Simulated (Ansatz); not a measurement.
Consider C4H3F3 (SMILES FC1C=CC1(F)F).

Input file:

```
crystal:
  periodic: [false, false, false]
  atoms:
    - {symbol: F, position_ang: [-0.371846, -2.030326, -0.271720]}
    - {symbol: C, position_ang: [-0.508220, -0.779483, 0.260633]}
    - {symbol: C, position_ang: [0.720443, -0.193173, 0.902411]}
    - {symbol: C, position_ang: [0.804202, 0.849175, 0.072972]}
    - {symbol: C, position_ang: [-0.360809, 0.391790, -0.752533]}
    - {symbol: F, position_ang: [-1.413734, 1.237663, -0.824824]}
    - {symbol: F, position_ang: [-0.084123, 0.003969, -2.009947]}
    - {symbol: H, position_ang: [-1.430453, -0.749970, 0.847229]}
    - {symbol: H, position_ang: [1.293150, -0.507658, 1.764859]}
    - {symbol: H, position_ang: [1.434488, 1.726814, 0.013921]}
basis:
  gaussian: {orbitals: def2-TZVPP}
hamiltonian: {xc: pbe0, dispersion: d4}
output: {orbitals: {seedname: orbitals}}
```

Launched as:

```sh
ansatz run in.yaml --threads 4 --pin off --events-out ev --progress --plain --max-ram 10444MiB
```

Geometry: PBE0-D4/def2-TZVP.

The calculation used RKS PBE0-D4/def2-TZVPP in Ansatz 0.2.0.

What can the converged electron density and electron localisation function tell about the bonding?

Answer. C–C (1.33 Å): ρ at the midpoint is about 2.4 e/Å³; the ELF peaks at about 0.90 between the atoms (a short, multiple covalent bond).
C–H (1.08 Å): ρ is about 2.1 e/Å³ halfway; the ELF climbs to about 1 towards the hydrogen, as it does in any bond to H: an ordinary covalent bond to hydrogen.
C–C (1.50 Å): the density is about 1.8 e/Å³ at the midpoint; the ELF peaks at about 0.95 between the atoms; a shared electron pair.

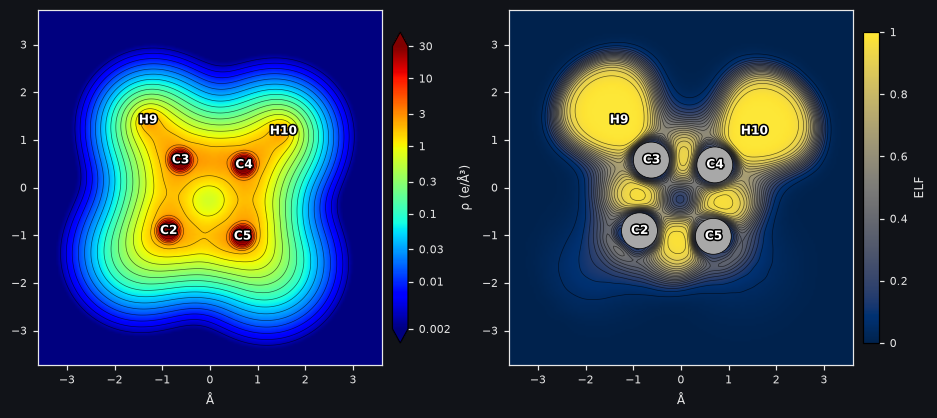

Computed electron density and electron localisation function on the plane of atoms C4, C3 and H9, in this order. Grey discs cover the atomic cores in the ELF map. 
